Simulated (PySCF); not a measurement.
```xyz
2

Zr    0.0000    0.0000   -1.1149
Br    0.0000    0.0000    1.2701
```

Core potentials replace the inner electrons of Zr.

Computed with PySCF 2.14.0, PBE0/def2-TZVPPD, non-relativistic Hamiltonian with scalar-relativistic core potentials where named, at a bond length of 2.385 Å.

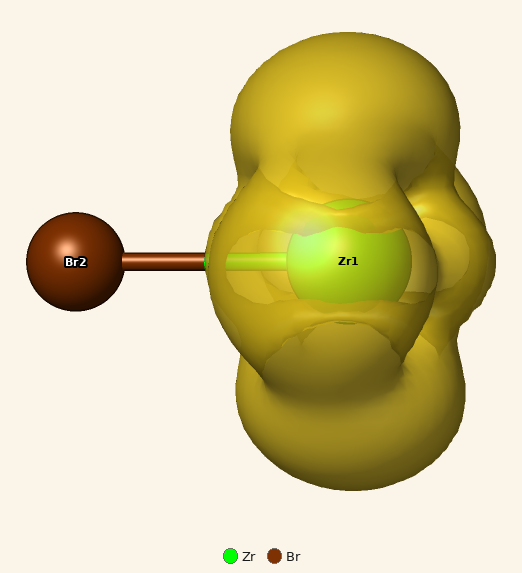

ZrBr (charge +1, triplet). Isosurfaces of the spin density at +0.03 (yellow) and −0.03 e/Å³ (cyan), seen from one side.

Which atoms carry the spin?

Answer. The unpaired spin (2 electrons) lies mostly on Zr1 (about 2.0), in electrons by Hirshfeld's partition.
